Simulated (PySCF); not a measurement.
**C3H10F3PSi2: density, localisation and related maps**

```yaml
atoms:
  - { symbol: F, position_ang: [-0.4686, -2.4026, 0.3258] }
  - { symbol: C, position_ang: [-1.5047, -1.6190, -0.0239] }
  - { symbol: F, position_ang: [-2.2430, -1.4632, 1.0855] }
  - { symbol: F, position_ang: [-2.2498, -2.3507, -0.8706] }
  - { symbol: C, position_ang: [-1.0766, -0.3047, -0.6379] }
  - { symbol: C, position_ang: [-0.4279, 0.6381, 0.3703] }
  - { symbol: Si, position_ang: [-0.2424, 2.3761, -0.4082] }
  - { symbol: Si, position_ang: [1.2393, -0.0305, 1.0361] }
  - { symbol: P, position_ang: [2.3639, -0.7258, -0.7731] }
  - { symbol: H, position_ang: [-1.9781, 0.1365, -1.0727] }
  - { symbol: H, position_ang: [-0.3840, -0.5404, -1.4515] }
  - { symbol: H, position_ang: [-1.1043, 0.7356, 1.2231] }
  - { symbol: H, position_ang: [0.1886, 3.3003, 0.6381] }
  - { symbol: H, position_ang: [-1.5536, 2.7821, -0.9230] }
  - { symbol: H, position_ang: [0.7227, 2.3217, -1.5045] }
  - { symbol: H, position_ang: [1.0478, -1.0453, 2.0767] }
  - { symbol: H, position_ang: [1.9742, 1.0897, 1.6356] }
  - { symbol: H, position_ang: [2.1027, -2.0709, -0.6013] }
  - { symbol: H, position_ang: [3.5839, -0.8176, -0.1318] }
```

Geometry: GFN2-xTB.

Level of theory: PBE0/pcSseg-1, SCF density, gas phase, non-relativistic (PySCF 2.14.0).

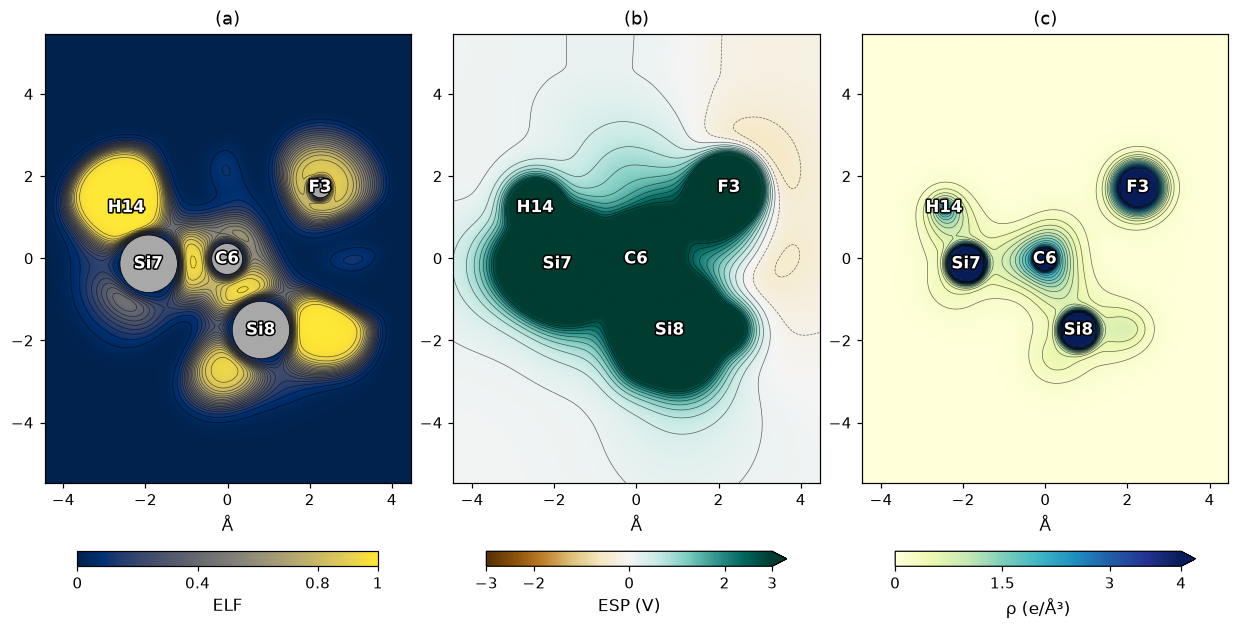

Figure 1. (a) electron localisation function; (b) electrostatic potential; (c) electron density on the plane of atoms C6, Si7 and H14. Grey discs cover the atomic cores in the ELF map.

### Interpret the plot.

- The plane passes through F, C, Si and H nuclei.
- C–Si (1.91 Å): ρ is about 0.88 e/Å³ halfway; the ELF peaks at about 0.95 between the atoms: a covalent bond.
- Si–H (1.47 Å): the density is about 0.8 e/Å³ at the midpoint; the ELF climbs to about 1 towards the hydrogen, as it does in any bond to H.
- The ELF also peaks beside F3, away from the bonds: lone-pair regions.
- Outside the dense part of the molecule the potential is most negative (−0.6 V) near F3.

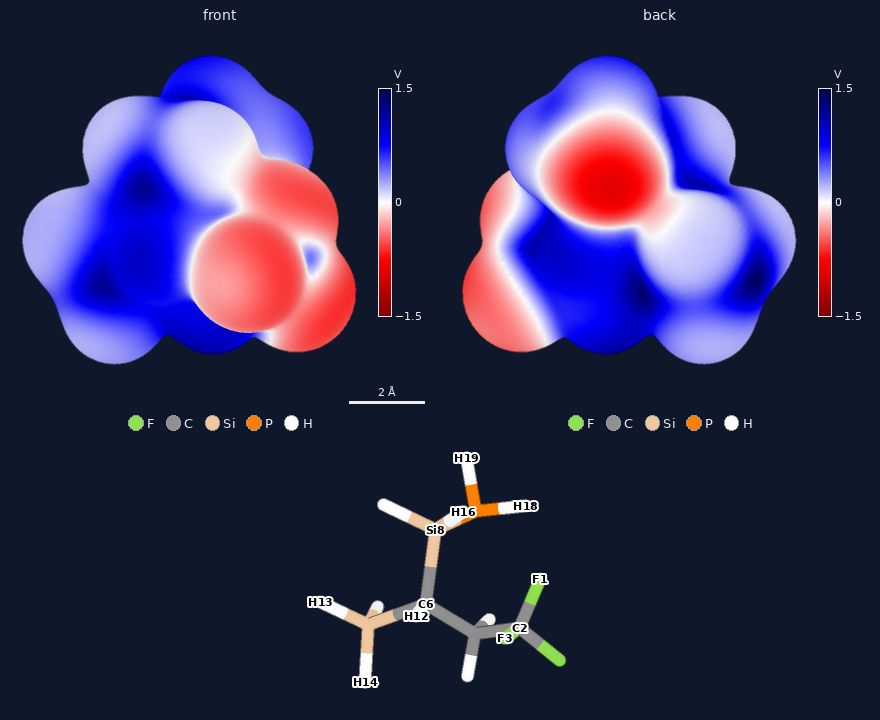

Figure 2. The electrostatic potential painted on the density surface at 0.002 e/bohr³, seen from the front and from behind; red is negative and blue positive. The bare structure is drawn below in the same view.

### Which sites attract a positive test charge, and which a negative one?

A positive charge is drawn to the negative regions and a negative charge to the positive ones. The most negative region (about −0.8 V, or −18 kcal/mol for a unit charge) lies over P9, the most positive (about +1.3 V, or +30 kcal/mol for a unit charge) over Si7.

### How polar is the molecule by this calculation?

Its dipole moment is 1.37 D.
